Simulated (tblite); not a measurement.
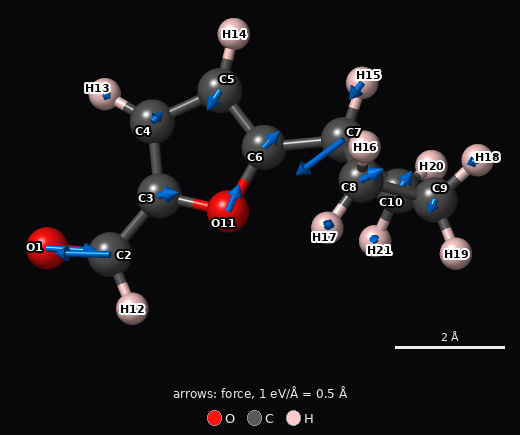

Starting geometry of C$_{9}$H$_{10}$O$_{2}$ with the computed forces as blue arrows. Style: ball-and-stick. Shown at a tilt.

Level of theory: GFN2-xTB geometry optimisation, gas phase in tblite. 

Is this structure relaxed? If not, where do the atoms go?

It isn't relaxed: the largest force vector, on C7, is 2.34 eV/Å. The final displacements have little in common with the starting forces (cosine between the two patterns 0.14). Over 47 geometry steps the energy falls by 0.307 eV. The largest move after the best rigid fit is that of H19, 0.51 Å. Largest moves by element: H 0.51 Å, O 0.25 Å, C 0.25 Å. Some distances before and after: C6–C7 1.547 → 1.480 Å, O1–C2 1.240 → 1.208 Å, C6–O11 1.364 → 1.339 Å, C3–O11 1.377 → 1.358 Å. Bond angles that change, for instance: C5–C6–C7 125.2° → 131.1°, C7–C6–O11 124.7° → 118.7°, C6–C7–H15 112.8° → 109.1°. Cost: 0.38 s on 1 thread of Arm Neoverse V1, on a shared host.
